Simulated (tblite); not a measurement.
**C$_{6}$H$_{11}$NSi: saddle-point search**

C$_{6}$H$_{11}$NSi, computed with GFN2-xTB saddle search (eigenvector following) and harmonic vibrations, gas phase (tblite 0.8.0).

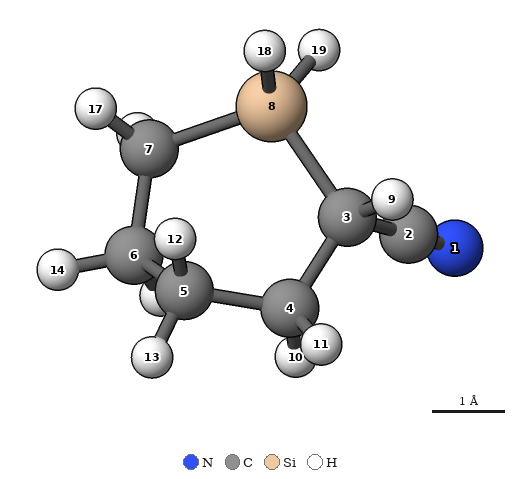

Fig. 1: The structure as given in the input (ball-and-stick view, seen at a tilt; atoms are numbered from 1 in the order of the input). Bond lengths as drawn: C–C 1.43 to 1.54 Å, C–H 1.09 Å, C–N 1.15 Å, C–Si 1.90 to 1.93 Å and H–Si 1.46 to 1.47 Å.

Input
```
{"job": {"xc": "GFN2-xTB", "basis": "xTB", "kind": "saddle"}, "charge": 0, "multiplicity": 1}
N      2.512866     1.638551    -1.745372
C      1.986350     1.238043    -0.810659
C      1.284111     0.715036     0.320715
C      1.244670    -0.824988     0.228477
C     -0.121379    -1.433078     0.536925
C     -1.151045    -1.056871    -0.528111
C     -1.721253     0.349239    -0.322696
Si    -0.446370     1.567561     0.388174
H      1.831245     1.021504     1.217121
H      1.526626    -1.126425    -0.785332
H      1.993745    -1.243772     0.905127
H     -0.470615    -1.104957     1.519207
H     -0.012458    -2.519991     0.571950
H     -1.967881    -1.782086    -0.523169
H     -0.673682    -1.116228    -1.508814
H     -2.120626     0.716347    -1.268345
H     -2.567659     0.296842     0.363183
H     -0.729919     1.843862     1.804748
H     -0.396724     2.821410    -0.363129
```

The first line tells a small driver script what to run in tblite; the rest is the geometry in Å.

Command:
```bash
OMP_NUM_THREADS=1 python <driver script> task.json out
```

The program's output
```
step      E/eV     max force
  0    -627.73423   0.0328
  1    -627.73911   0.0663
  2    -627.73658   0.0222
  3    -627.73882   0.0255
  4    -627.74019   0.0348
  5    -627.74095   0.0354
  6    -627.74112   0.0033
lowest wavenumbers (cm-1): -54.6 92.0 145.4 207.1 282.1 312.6
```

Trajectory as extended XYZ (Å, eV, eV/Å), 6 of the 7 frames kept, from step=0 to step=6
```
19
Properties=species:S:1:pos:R:3:forces:R:3 step=0 energy=-627.73423
N     2.5129    1.6386   -1.7454    0.0270   0.0070  -0.0110
C     1.9863    1.2380   -0.8107    0.0060  -0.0030   0.0300
C     1.2841    0.7150    0.3207   -0.0100   0.0060  -0.0100
C     1.2447   -0.8250    0.2285   -0.0080   0.0060   0.0060
C    -0.1214   -1.4331    0.5369   -0.0070   0.0030  -0.0060
C    -1.1510   -1.0569   -0.5281   -0.0080  -0.0060  -0.0090
C    -1.7213    0.3492   -0.3227   -0.0100  -0.0100   0.0040
Si   -0.4464    1.5676    0.3882   -0.0130   0.0050  -0.0080
H     1.8312    1.0215    1.2171    0.0190  -0.0060  -0.0260
H     1.5266   -1.1264   -0.7853    0.0130  -0.0040   0.0190
H     1.9937   -1.2438    0.9051   -0.0200   0.0040   0.0160
H    -0.4706   -1.1050    1.5192    0.0100   0.0010   0.0030
H    -0.0125   -2.5200    0.5720    0.0100   0.0040  -0.0260
H    -1.9679   -1.7821   -0.5232   -0.0090  -0.0090   0.0050
H    -0.6737   -1.1162   -1.5088    0.0040  -0.0060  -0.0060
H    -2.1206    0.7163   -1.2683   -0.0110   0.0040   0.0110
H    -2.5677    0.2968    0.3632   -0.0070  -0.0060   0.0100
H    -0.7299    1.8439    1.8047    0.0140  -0.0020   0.0010
H    -0.3967    2.8214   -0.3631    0.0010   0.0110  -0.0040
19
Properties=species:S:1:pos:R:3:forces:R:3 step=1 energy=-627.73911
N     2.5168    1.5983   -1.7739   -0.0130  -0.0100   0.0220
C     1.9803    1.2169   -0.8364    0.0080   0.0010  -0.0130
C     1.2802    0.7190    0.3081    0.0130  -0.0120  -0.0020
C     1.2464   -0.8247    0.2584    0.0320  -0.0240  -0.0050
C    -0.1281   -1.4378    0.5191    0.0150  -0.0040  -0.0060
C    -1.1420   -1.0401   -0.5533   -0.0140   0.0100  -0.0140
C    -1.7357    0.3479   -0.2966   -0.0350  -0.0110  -0.0070
Si   -0.4493    1.5737    0.3828   -0.0070  -0.0020   0.0010
H     1.8411    1.0480    1.1884   -0.0050  -0.0050  -0.0120
H     1.5832   -1.1560   -0.7309   -0.0140   0.0190   0.0620
H     1.9595   -1.2216    0.9881   -0.0440   0.0240  -0.0410
H    -0.4956   -1.1350    1.5033    0.0040  -0.0050  -0.0170
H    -0.0138   -2.5250    0.5274    0.0000   0.0100  -0.0020
H    -1.9484   -1.7781   -0.5887    0.0210   0.0230  -0.0030
H    -0.6462   -1.0542   -1.5279   -0.0160   0.0040   0.0320
H    -2.1858    0.7258   -1.2165    0.0150  -0.0190   0.0460
H    -2.5502    0.2600    0.4266    0.0400  -0.0010  -0.0340
H    -0.7086    1.8613    1.8020    0.0010   0.0030  -0.0050
H    -0.4040    2.8214   -0.3801    0.0000  -0.0020  -0.0030
19
Properties=species:S:1:pos:R:3:forces:R:3 step=2 energy=-627.73658
N     2.5146    1.6237   -1.7599    0.0130   0.0030  -0.0080
C     1.9830    1.2305   -0.8249    0.0010  -0.0020   0.0140
C     1.2830    0.7182    0.3128   -0.0060   0.0040  -0.0030
C     1.2451   -0.8232    0.2404   -0.0060   0.0060   0.0030
C    -0.1237   -1.4339    0.5305   -0.0050   0.0010  -0.0020
C    -1.1499   -1.0520   -0.5356    0.0010  -0.0040   0.0000
C    -1.7249    0.3499   -0.3179    0.0050  -0.0010   0.0060
Si   -0.4480    1.5686    0.3894   -0.0030   0.0030  -0.0040
H     1.8389    1.0346    1.2003    0.0070  -0.0020  -0.0100
H     1.5502   -1.1386   -0.7619    0.0090  -0.0050   0.0020
H     1.9781   -1.2318    0.9399   -0.0040  -0.0010   0.0140
H    -0.4790   -1.1165    1.5141    0.0020   0.0000   0.0030
H    -0.0109   -2.5207    0.5541    0.0040   0.0000  -0.0120
H    -1.9646   -1.7797   -0.5379   -0.0080  -0.0100  -0.0010
H    -0.6692   -1.1025   -1.5149    0.0080   0.0010  -0.0120
H    -2.1340    0.7208   -1.2574   -0.0130   0.0070  -0.0040
H    -2.5651    0.2890    0.3745   -0.0120  -0.0050   0.0180
H    -0.7205    1.8364    1.8099    0.0060   0.0020   0.0000
H    -0.4030    2.8268   -0.3554    0.0010   0.0040  -0.0040
19
Properties=species:S:1:pos:R:3:forces:R:3 step=4 energy=-627.74019
N     2.5274    1.5937   -1.7658    0.0020   0.0000  -0.0030
C     1.9856    1.2142   -0.8309   -0.0030  -0.0020   0.0040
C     1.2788    0.7181    0.3102    0.0000   0.0010  -0.0010
C     1.2458   -0.8250    0.2610   -0.0020  -0.0030   0.0000
C    -0.1282   -1.4416    0.5125    0.0020   0.0020  -0.0040
C    -1.1409   -1.0362   -0.5579   -0.0090   0.0040  -0.0120
C    -1.7404    0.3449   -0.2838   -0.0220  -0.0050  -0.0040
Si   -0.4494    1.5774    0.3748   -0.0070   0.0030  -0.0010
H     1.8355    1.0471    1.1927    0.0000   0.0000  -0.0010
H     1.5897   -1.1553   -0.7241    0.0000   0.0000   0.0060
H     1.9532   -1.2201    0.9944   -0.0040   0.0010   0.0000
H    -0.4987   -1.1470    1.4979    0.0010  -0.0020  -0.0060
H    -0.0122   -2.5283    0.5127    0.0000   0.0020  -0.0010
H    -1.9441   -1.7768   -0.6042    0.0150   0.0160  -0.0020
H    -0.6434   -1.0356   -1.5314   -0.0110   0.0030   0.0230
H    -2.2112    0.7231   -1.1926    0.0100  -0.0120   0.0300
H    -2.5396    0.2464    0.4541    0.0270  -0.0010  -0.0220
H    -0.7058    1.8886    1.7896    0.0010   0.0020  -0.0070
H    -0.4020    2.8125   -0.4090    0.0000  -0.0080   0.0020
19
Properties=species:S:1:pos:R:3:forces:R:3 step=5 energy=-627.74095
N     2.5291    1.5789   -1.7677   -0.0040  -0.0030   0.0080
C     1.9850    1.2064   -0.8312    0.0040   0.0020  -0.0070
C     1.2762    0.7172    0.3118    0.0000   0.0000  -0.0010
C     1.2461   -0.8266    0.2702    0.0020  -0.0060   0.0000
C    -0.1297   -1.4464    0.5034    0.0020  -0.0010  -0.0010
C    -1.1358   -1.0275   -0.5678   -0.0080   0.0050  -0.0070
C    -1.7463    0.3423   -0.2661   -0.0210  -0.0020  -0.0050
Si   -0.4500    1.5822    0.3678   -0.0080   0.0060   0.0000
H     1.8321    1.0510    1.1929    0.0000   0.0000   0.0000
H     1.6064   -1.1610   -0.7078   -0.0030   0.0030   0.0090
H     1.9425   -1.2166    1.0169   -0.0060   0.0020  -0.0060
H    -0.5074   -1.1640    1.4897    0.0020  -0.0020  -0.0070
H    -0.0126   -2.5330    0.4914    0.0000   0.0060   0.0000
H    -1.9333   -1.7723   -0.6362    0.0090   0.0110  -0.0010
H    -0.6311   -1.0016   -1.5371   -0.0080   0.0010   0.0180
H    -2.2455    0.7229   -1.1585    0.0120  -0.0120   0.0280
H    -2.5241    0.2253    0.4917    0.0260   0.0010  -0.0240
H    -0.7014    1.9213    1.7771    0.0020  -0.0010  -0.0110
H    -0.4002    2.8017   -0.4406   -0.0010  -0.0100   0.0060
19
Properties=species:S:1:pos:R:3:forces:R:3 step=6 energy=-627.74112
N     2.5242    1.5695   -1.7735   -0.0010  -0.0010   0.0010
C     1.9818    1.2013   -0.8344    0.0010   0.0000  -0.0010
C     1.2751    0.7169    0.3120    0.0000   0.0000   0.0000
C     1.2461   -0.8272    0.2764    0.0010  -0.0010   0.0000
C    -0.1306   -1.4482    0.4993    0.0000   0.0000   0.0000
C    -1.1326   -1.0226   -0.5731   -0.0010   0.0000  -0.0010
C    -1.7476    0.3415   -0.2590   -0.0020  -0.0010  -0.0010
Si   -0.4503    1.5839    0.3665   -0.0010   0.0000   0.0000
H     1.8329    1.0544    1.1905    0.0000   0.0000   0.0000
H     1.6158   -1.1649   -0.6967    0.0000   0.0010   0.0020
H     1.9356   -1.2139    1.0309   -0.0010   0.0010  -0.0010
H    -0.5129   -1.1718    1.4854    0.0000   0.0000  -0.0010
H    -0.0131   -2.5345    0.4817    0.0000   0.0010   0.0000
H    -1.9273   -1.7685   -0.6530    0.0010   0.0020   0.0000
H    -0.6235   -0.9847   -1.5391   -0.0010   0.0000   0.0020
H    -2.2584    0.7233   -1.1432    0.0010  -0.0010   0.0030
H    -2.5156    0.2156    0.5061    0.0020   0.0000  -0.0020
H    -0.6995    1.9323    1.7732    0.0000   0.0000  -0.0010
H    -0.4001    2.7974   -0.4500    0.0000  -0.0010   0.0000
```

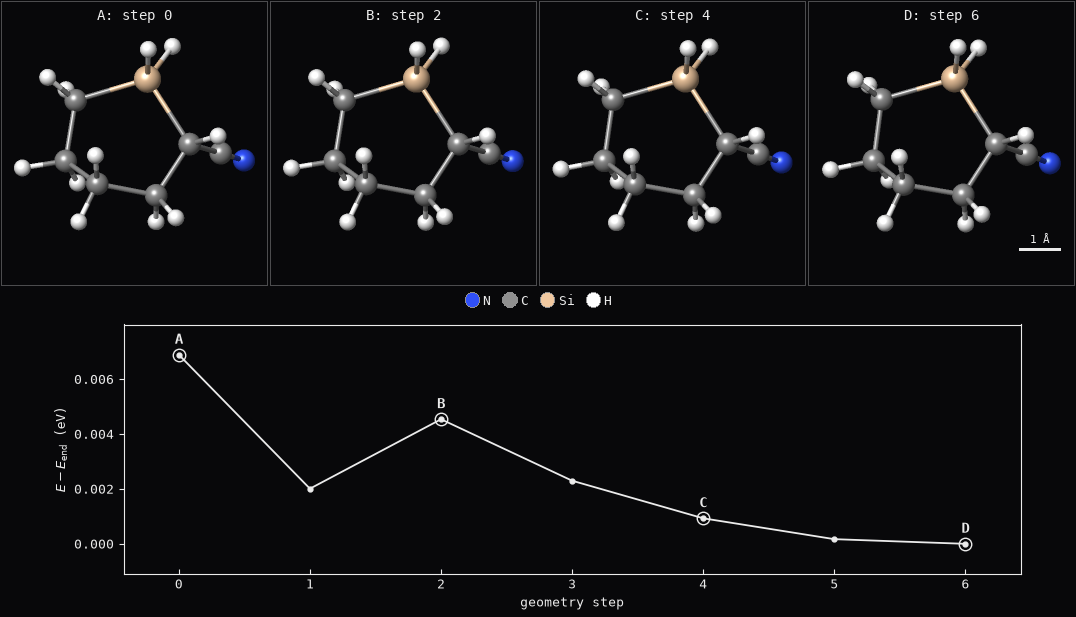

Fig. 2: Frames of the saddle-point search (ball-and-stick view, seen at a tilt) above the curves, on which the letters mark them (steps are counted from 0).

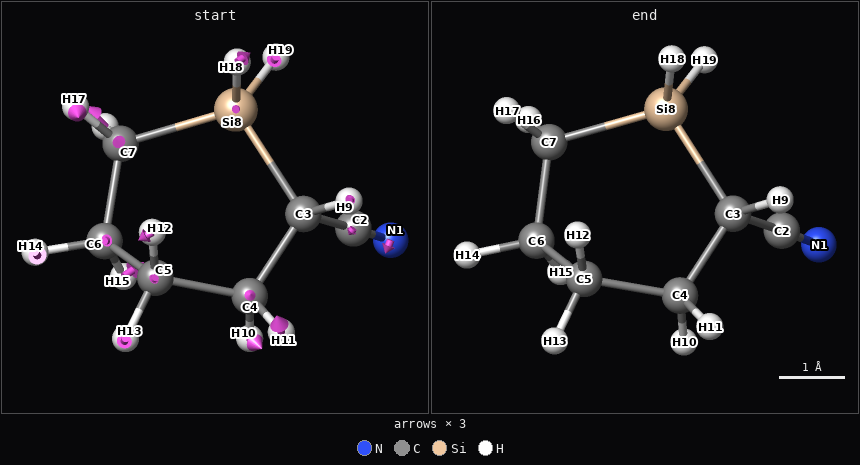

Fig. 3: Before (left) and after (right) the saddle-point search, at one scale (ball-and-stick view, seen at a tilt). The pink arrows give the displacements, magnified 3 times. H16 moves most after the best rigid fit: 0.19 Å. By element the largest moves are H 0.19 Å, N 0.08 Å, C 0.07 Å, Si 0.03 Å. After 6 geometry steps the energy has fallen by 0.007 eV. The largest force component goes from 0.03 to 0.003 eV/Å. (Atoms are counted from 1 in the order of the input.)

Summary

| quantity | value |
| --- | --- |
| outcome | converged |
| total energy | −627.7411 eV |
| point group | C1 |
| hardware | 1 CPU thread, shared host |
| wall time | 2.9 s |
| peak memory | 0.2 GiB |
